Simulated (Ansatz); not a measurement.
One crystal and one scan (scan of one atom of the cell) at two levels, PBE (plane waves to 420 eV, PAW, scalar-relativistic; Ansatz, a quantum-chemistry and plane-wave program) and PBEsol (plane waves to 420 eV, PAW, scalar-relativistic; Ansatz), each from its own relaxed cell and on its own mesh. The cell shown is that of PBE.

Starting cell, Sn (beta-Sn type, space group I4_1/amd):

```
Sn
1.0
   -2.97355     2.97355     1.60610
    2.97355    -2.97355     1.60610
    2.97355     2.97355    -1.60610
Sn
2
Direct
  0.75000   0.25000   0.50000
  0.00000   0.00000   0.00000
```

Scan: atom 1 (Sn, nearest neighbour Sn at 3.080 Å; its periodic images, 3.2 Å or more away, move with it) is displaced along Cartesian z, direction (0.000, 0.000, 1.000) in Cartesian axes, by s. The other atoms stay.

E stands for the smeared free energy. Sn was relaxed with its symmetry unable to fall. The PAW data are Ansatz's earlier set. With partly filled bands, energies and forces of such displacements shift with the k mesh and the smearing. Percentages come from the unrounded values.

```tsv
quantity	PBE	PBEsol	PBE − PBEsol
Lattice constant a (Å)	5.947	5.833	+0.114 (+2.0 %)
Lattice constant c (Å)	3.212	3.158	+0.054 (+1.7 %)
Relaxed volume (Å³/atom)	28.40	26.86	+1.54 (+5.7 %)
Force constant k = d²E/ds² at s = 0 (finite differences) (eV/Å²)	0.37	0.40	-0.03 (-8 %)
Zone-centre optical wavenumber from k (cm⁻¹)	41	43	-2 (-4 %)
```

PBE gives the higher value for: lattice constant a; lattice constant c; relaxed volume. PBE gives the lower value for: force constant k = d²E/ds² at s = 0. Both give the same shape of the curve: a single well with its minimum at or next to zero displacement.

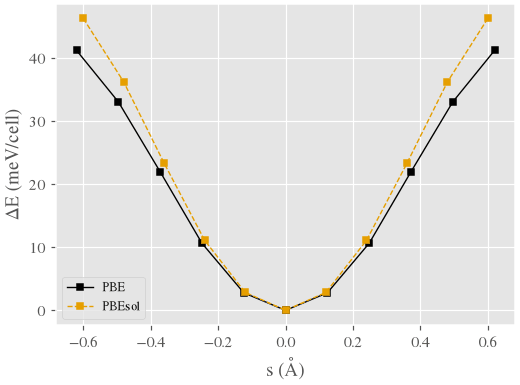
Figure. ΔE, each from the undisplaced structure of its own level.

(A displaced cell: forces are minus the slopes of the energy, force constants its curvatures, and phonons follow from these.)
